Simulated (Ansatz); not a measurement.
# Fields on a plane of WSi2 (MoSi2 type, space group I4/mmm)

```
CELL_PARAMETERS angstrom
     -1.60128     1.60128     3.90784
      1.60128    -1.60128     3.90784
      1.60128     1.60128    -3.90784
ATOMIC_POSITIONS crystal
  W  0.00000 0.00000 0.00000
  Si 0.33453 0.33453 0.00000
  Si 0.66547 0.66547 0.00000
```

The slice is a (100) plane (indices of the conventional cell) through the point (0.000, 0.000, 0.000) (fractional), spanned by u = [101] and v = [110] in vectors of this cell: u (3.20 Å) and v (7.82 Å, at 90° to u). It covers one period; positions are fractions (u, v).

Atoms on it: W at (0.00, 0.00); Si at (0.00, 0.33); Si at (0.00, 0.67).

The numbers are results of PBEsol (plane waves to 420 eV, PAW, scalar-relativistic; Ansatz, a quantum-chemistry and plane-wave program), not measurements. k mesh 20×20×20. Near the nuclei the fields are pseudised (PAW); where an atom keeps semicore shells as valence, they peak there. Spin-orbit coupling is left out, though W is heavy. WSi2 is run without spin polarisation. WSi2 was relaxed with its symmetry unable to fall.

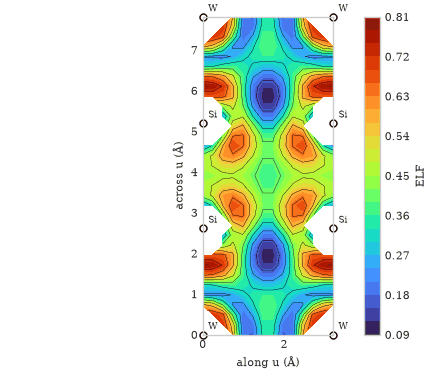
Figure. Electron localisation function (ELF), one period of the plane, atoms marked. Points within 0.5 Å of a nucleus are left white, as the pseudised field means little there.

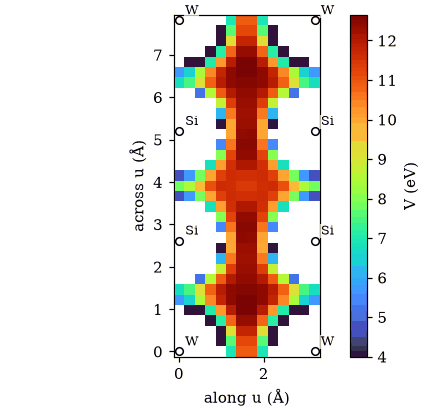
Figure: Electrostatic potential energy of an electron, from the cell's mean, in eV, one period of the plane, atoms marked. Points within 1 Å of a nucleus are left white, as the pseudised field means little there. Values under 4 eV are set to 4. The zero, the cell's mean, hangs on the PAW cores.

| Item | Value |
|---|---|
| Density on the Si–Si line (2.59 Å) at its midpoint | 0.33 e/Å³ |
| ELF at that point | 0.43 |
